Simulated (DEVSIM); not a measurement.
Device: Schottky contact on n-type GaN, at 300 K.

```csv
layer (left to right),material,thickness (μm),Nd (cm⁻³),τn (s),τp (s)
1,GaN,10.0,1.7e17,3.3e-8,3.3e-8
```

Left contact: Schottky, work function 5.38 eV, emission velocity 6.6e6 cm/s. Right contact: ohmic. Voltage is applied to the left contact. Recombination: SRH at mid-gap, radiative. Mobility is μmin + (μ − μmin)/(1 + (N/Nref)^α).

The device is made up for the run: typed textbook-type constants, with dimensions and the other settings drawn at random. Values at 300 K.

```tsv
parameter	GaN
gap (eV)	3.43
affinity (eV)	4.1
permittivity	9.5
Nc (cm⁻³)	2.3e18
Nv (cm⁻³)	4.6e19
μn (cm²/Vs)	1200
μp (cm²/Vs)	100
μn,min	55
μp,min	3
Nref,n	2e17
Nref,p	3e17
αn	1
αp	2
B (cm³/s)	1e-11
```

Simulated with DEVSIM: 1D drift-diffusion, Boltzmann statistics, complete ionisation; no tunnelling, impact ionisation, image-force lowering or self-heating. Metal contacts follow the ideal Schottky-Mott rule: no Fermi-level pinning, no interface dipoles.

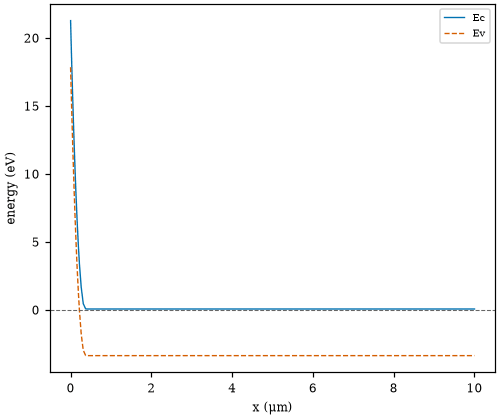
Band edges at -20.0 V on the left contact

Energies count from the Fermi level of the right contact; mesh points crowd at the junctions.

| x (μm) | Ec (eV) | Ev (eV) | n (cm⁻³) | p (cm⁻³) | field (V/cm) |
|---|---|---|---|---|---|
| 0.000 | 21.280 | 17.850 | < 1e2 | < 1e2 | -1200000 |
| 0.01359 | 19.718 | 16.288 | < 1e2 | < 1e2 | -1100000 |
| 0.03728 | 17.138 | 13.708 | < 1e2 | < 1e2 | -1100000 |
| 0.07187 | 13.697 | 10.267 | < 1e2 | < 1e2 | -940000 |
| 0.1597 | 6.699 | 3.269 | < 1e2 | < 1e2 | -650000 |
| 0.2633 | 1.659 | -1.771 | < 1e2 | < 1e2 | -320000 |
| 0.4439 | 0.067 | -3.363 | 1.7e17 | < 1e2 | ≈ 0 |
| 0.8366 | 0.067 | -3.363 | 1.7e17 | < 1e2 | ≈ 0 |
| 1.321 | 0.067 | -3.363 | 1.7e17 | < 1e2 | ≈ 0 |
| 2.167 | 0.067 | -3.363 | 1.7e17 | < 1e2 | ≈ 0 |
| 3.401 | 0.067 | -3.363 | 1.7e17 | < 1e2 | ≈ 0 |
| 6.087 | 0.067 | -3.363 | 1.7e17 | < 1e2 | ≈ 0 |
| 7.506 | 0.067 | -3.363 | 1.7e17 | < 1e2 | ≈ 0 |
| 8.477 | 0.067 | -3.363 | 1.7e17 | < 1e2 | ≈ 0 |
| 9.183 | 0.067 | -3.363 | 1.7e17 | < 1e2 | ≈ 0 |
| 9.486 | 0.067 | -3.363 | 1.7e17 | < 1e2 | ≈ 0 |
| 9.694 | 0.067 | -3.363 | 1.7e17 | < 1e2 | ≈ 0 |
| 9.813 | 0.067 | -3.363 | 1.7e17 | < 1e2 | ≈ 0 |
| 9.914 | 0.067 | -3.363 | 1.7e17 | < 1e2 | ≈ 0 |
| 9.954 | 0.067 | -3.363 | 1.7e17 | < 1e2 | ≈ 0 |
| 9.981 | 0.067 | -3.363 | 1.7e17 | < 1e2 | ≈ 0 |
| 10.00 | 0.067 | -3.363 | 1.7e17 | < 1e2 | ≈ 0 |
